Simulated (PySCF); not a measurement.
# C3H6F2O (SMILES CC(O)(F)CF): levels of theory compared

Wanted: a comparison of 3 runs (BHLYP/cc-pVDZ, CAM-B3LYP/cc-pVDZ, PBE0/cc-pVDZ) of C3H6F2O. Input form: a Python script.

Program for the calculation: PySCF 2.14.0.

**1. The molecule**

C3H6F2O: 12 atoms, total charge 0, spin state singlet. As SMILES, `CC(O)(F)CF`. The shape is that of a PBE0-D4/def2-TZVP optimisation. This is one conformer, not always the lowest.

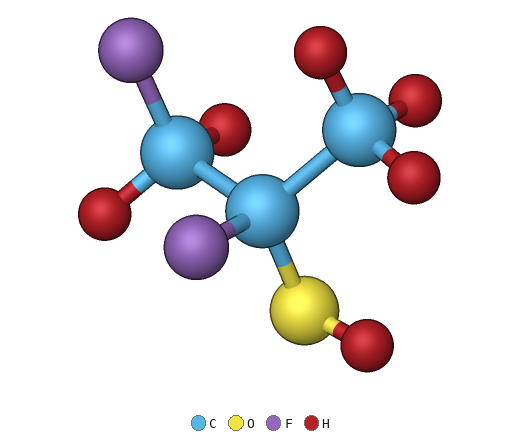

Viewed from a chosen angle; carbon blue, oxygen yellow, fluorine purple, hydrogen red.

**2. A single-point energy at BHLYP/cc-pVDZ (run 1)**

run.py

```python
from pyscf import gto, dft

system = gto.M(
    atom='''
C   -1.223800   0.373000  -0.223300
C    0.207400  -0.083700  -0.361800
O    0.334600  -1.405900  -0.733200
F    0.800100   0.716200  -1.333100
C    1.027700   0.053800   0.906400
F    0.955400   1.339700   1.384400
H   -1.744200  -0.240700   0.513000
H   -1.257700   1.415500   0.090400
H   -1.730200   0.284000  -1.187500
H   -0.263600  -1.583100  -1.465600
H    0.642600  -0.628800   1.667700
H    2.069600  -0.185100   0.681700
''',
    charge=0,
    basis='cc-pvdz',
    max_memory=1860,
    verbose=3,
)

calc0 = dft.RKS(system, xc='bhandhlyp')
calc0.grids.level = 5
calc0.conv_tol = 1e-10
calc0.kernel()
if not calc0.converged:
    calc0 = calc0.newton().run(calc0.mo_coeff, calc0.mo_occ)

energy = calc0.e_tot
print('Final energy', energy)
```

Started as:

```bash
$ OMP_NUM_THREADS=1 python run.py
```

The log of the run:

```text
converged SCF energy = -392.673297314823
Final energy -392.67329731482346
```

Wall time 38 s (1 thread of Arm Neoverse V2, shared host); peak memory 0.62 GiB.

**3. A single-point energy at CAM-B3LYP/cc-pVDZ (run 2)**

input.py

```python
# CC(O)(F)CF
from pyscf import gto, dft

molecule = gto.Mole()
molecule.atom = '''
C   -1.223800   0.373000  -0.223300
C    0.207400  -0.083700  -0.361800
O    0.334600  -1.405900  -0.733200
F    0.800100   0.716200  -1.333100
C    1.027700   0.053800   0.906400
F    0.955400   1.339700   1.384400
H   -1.744200  -0.240700   0.513000
H   -1.257700   1.415500   0.090400
H   -1.730200   0.284000  -1.187500
H   -0.263600  -1.583100  -1.465600
H    0.642600  -0.628800   1.667700
H    2.069600  -0.185100   0.681700
'''
molecule.verbose = 4
molecule.basis = 'cc-pvdz'
molecule.max_memory = 1860
molecule.build()

mf = dft.RKS(molecule)
mf.xc = 'cam-b3lyp'
mf.conv_tol = 1e-10
mf.grids.level = 5
mf.kernel()
if not mf.converged:
    mf = mf.newton().run(mf.mo_coeff, mf.mo_occ)

e_final = mf.e_tot
print('E(%s) = %.9f' % ('CAM-B3LYP', e_final))
```

Started as:

```bash
$ OMP_NUM_THREADS=1 python input.py
```

The log of the run:

```text
PySCF version 2.14.0

[... 82 lines left out ...]
converged SCF energy = -392.715986808692
E(CAM-B3LYP) = -392.715986809
```

It took 57 s on 1 thread of Arm Neoverse V2, shared host; peak memory 0.63 GiB.

**4. A single-point energy at PBE0/cc-pVDZ (run 3)**

input.xyz

```xyz
12
C3H6F2O
C     -1.223800     0.373000    -0.223300
C      0.207400    -0.083700    -0.361800
O      0.334600    -1.405900    -0.733200
F      0.800100     0.716200    -1.333100
C      1.027700     0.053800     0.906400
F      0.955400     1.339700     1.384400
H     -1.744200    -0.240700     0.513000
H     -1.257700     1.415500     0.090400
H     -1.730200     0.284000    -1.187500
H     -0.263600    -1.583100    -1.465600
H      0.642600    -0.628800     1.667700
H      2.069600    -0.185100     0.681700
```

run.py

```python
from pyscf import gto, dft

mol = gto.M(
    atom='input.xyz',
    basis='cc-pvdz',
    max_memory=1860,
    verbose=4,
    spin=0,
)

myscf = dft.RKS(mol)
myscf.xc = 'pbe0'
myscf.conv_tol = 1e-10
myscf.grids.level = 5
myscf.kernel()
if not myscf.converged:
    myscf = myscf.newton().run(myscf.mo_coeff, myscf.mo_occ)

etot = myscf.e_tot
print('Final energy', etot)
```

Started as:

```bash
$ OMP_NUM_THREADS=1 python run.py
```

The log of the run:

```text
PySCF version 2.14.0

[... 81 lines left out ...]
converged SCF energy = -392.44974500382
Final energy -392.4497450038202
```

Run time: 38 s. Hardware: 1 thread of Arm Neoverse V2, shared host; peak memory 0.62 GiB.

**5. The series**

| run | level | energy (Eh) | dipole moment (D) | HOMO energy (eV) | LUMO energy (eV) | wall time |
| --- | --- | --- | --- | --- | --- | --- |
| 1 | BHLYP/cc-pVDZ | -392.673297 | 2.60 | -10.51 | 2.25 | 38 s |
| 2 | CAM-B3LYP/cc-pVDZ | -392.715987 | 2.47 | -10.26 | 2.41 | 57 s |
| 3 | PBE0/cc-pVDZ | -392.449745 | 2.46 | -8.80 | 1.56 | 38 s |

**6. Outcome**

| quantity | value |
| --- | --- |
| run 3: total energy | -392.44975 Eh |
| run 3: dipole moment | 2.46 D |
| run 3: HOMO energy | -8.80 eV |
| run 3: LUMO energy | 1.56 eV |
| run 3: HOMO–LUMO gap | 10.36 eV |

What this shows: The dipole moment (its size) runs from 2.46 D (PBE0/cc-pVDZ) to 2.60 D (BHLYP/cc-pVDZ). The HOMO–LUMO gap runs from 10.36 eV (PBE0/cc-pVDZ) to 12.76 eV (BHLYP/cc-pVDZ). Totals of different functionals can't be ranked against each other. All runs together took 2.2 min, the longest 57 s.
